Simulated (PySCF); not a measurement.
## Electronic structure of C6H6N2Si in real space

```yaml
atoms:
  - { symbol: N, position_ang: [3.6010, -1.2120, -0.7244] }
  - { symbol: C, position_ang: [2.5281, -0.8428, -0.5495] }
  - { symbol: C, position_ang: [1.2443, -0.3474, -0.3007] }
  - { symbol: C, position_ang: [0.1469, -0.8005, -0.9162] }
  - { symbol: C, position_ang: [-1.1736, -0.1889, -0.5393] }
  - { symbol: C, position_ang: [-1.9052, -1.1634, 0.2411] }
  - { symbol: N, position_ang: [-2.4757, -1.9222, 0.8772] }
  - { symbol: C, position_ang: [-0.9541, 1.0930, 0.2923] }
  - { symbol: Si, position_ang: [0.8458, 1.0314, 0.9390] }
  - { symbol: H, position_ang: [0.1497, -1.5999, -1.6448] }
  - { symbol: H, position_ang: [-1.7679, 0.0102, -1.4403] }
  - { symbol: H, position_ang: [-1.6934, 1.1599, 1.0887] }
  - { symbol: H, position_ang: [-1.1068, 1.9615, -0.3486] }
  - { symbol: H, position_ang: [1.5914, 2.2618, 0.6839] }
  - { symbol: H, position_ang: [0.9651, 0.5672, 2.3196] }
```

Geometry: GFN2-xTB.

These are results of CAM-B3LYP/def2-SVPD, SCF density, gas phase in PySCF 2.14.0, not measurements.

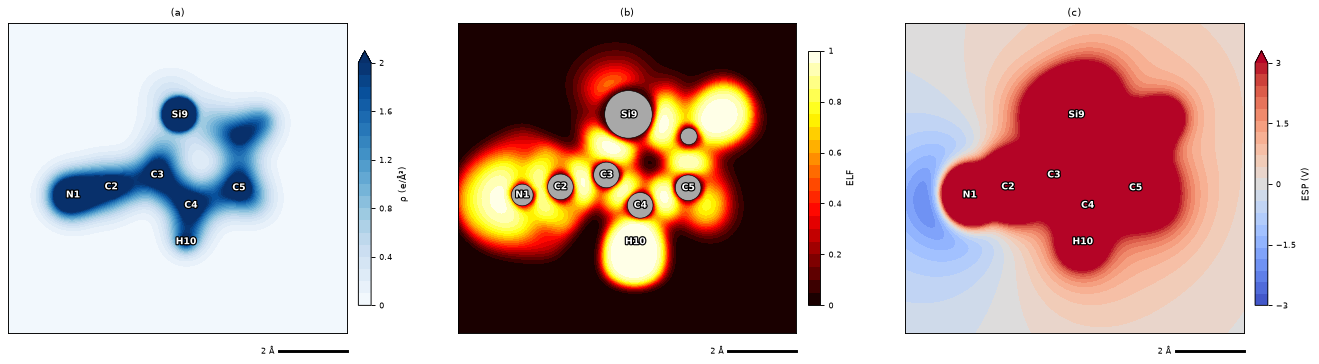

Figure 1. (a) electron density; (b) electron localisation function; (c) molecular electrostatic potential on the plane of atoms C2, C3 and C4. Grey discs cover the atomic cores in the ELF map.

Describe what can be read from this map.

The section cuts through N, C, Si and H sites.
C–N (1.15 Å): the density is about 3.6 e/Å³ at the midpoint; the ELF peaks at about 0.85 between the atoms (a short, multiple covalent bond).
C–C (1.34 Å): the density is about 2.3 e/Å³ at the midpoint; the ELF peaks at about 0.90 between the atoms: a short, multiple covalent bond.
C–Si (1.90 Å): ρ at the midpoint is about 0.91 e/Å³; the ELF peaks at about 0.95 between the atoms: a covalent bond.
C–H (1.08 Å): ρ at the midpoint is about 2 e/Å³; the ELF climbs to about 1 towards the hydrogen, as it does in any bond to H; an ordinary covalent bond to hydrogen.
C–C (1.40 Å): ρ at the midpoint is about 2 e/Å³; the ELF peaks at about 0.95 between the atoms, as expected for a covalent bond.
The ELF also peaks beside N1, away from the bonds: lone-pair regions.
Outside the dense part of the molecule the potential is most negative (−2.1 V) near N1.

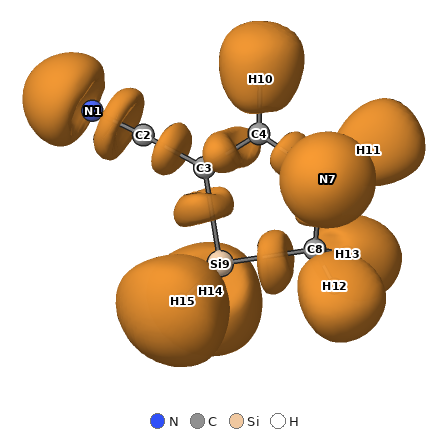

Figure 2. Isosurface of the ELF at 0.8 (orange), seen at an oblique angle. Only the valence region is drawn (cores and ρ < 0.01 e/Å³ removed).

What do the ELF domains correspond to?

At this value the surface marks out five regions between bonded C–C atoms (shared pairs), two regions between bonded C–N atoms (shared pairs), two regions between bonded C–Si atoms (shared pairs), six regions around hydrogen nuclei and two lobes on N, pointing away from the bonds (lone pairs).


C–N (1.14 Å): the ELF peaks at about 0.85 between the atoms (a multiple bond).

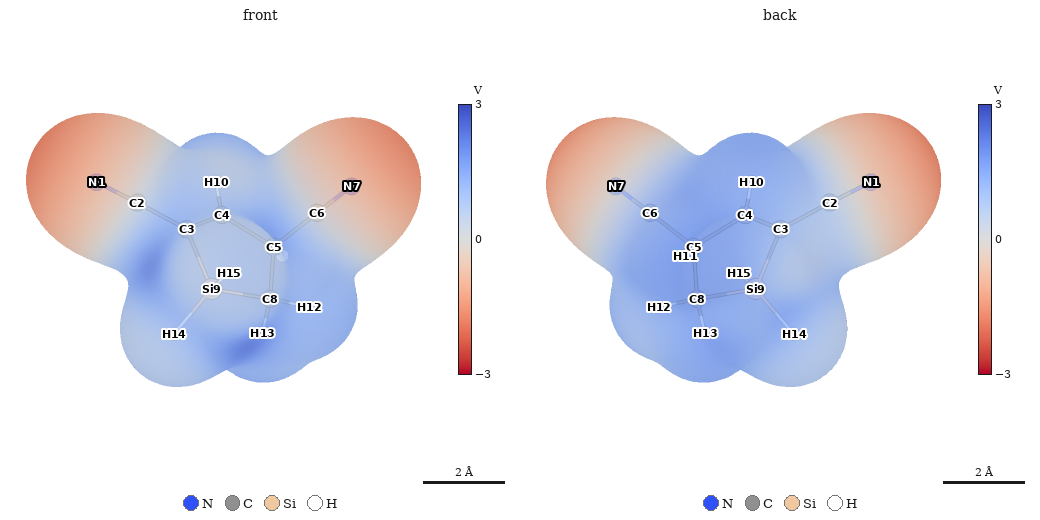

Figure 3. The electrostatic potential painted on the density surface at 0.002 e/bohr³, seen from the front and from behind; red is negative and blue positive.

Which sites attract a positive test charge, and which a negative one?

A positive charge is drawn to the negative regions and a negative charge to the positive ones. The most negative region (about −1.8 V, or −42 kcal/mol for a unit charge) lies over N1, the most positive (about +2.1 V, or +48 kcal/mol for a unit charge) over Si9. N1 is the likeliest acceptor of a hydrogen bond.

How polar is the molecule by this calculation?

Its dipole moment is 4.88 D.
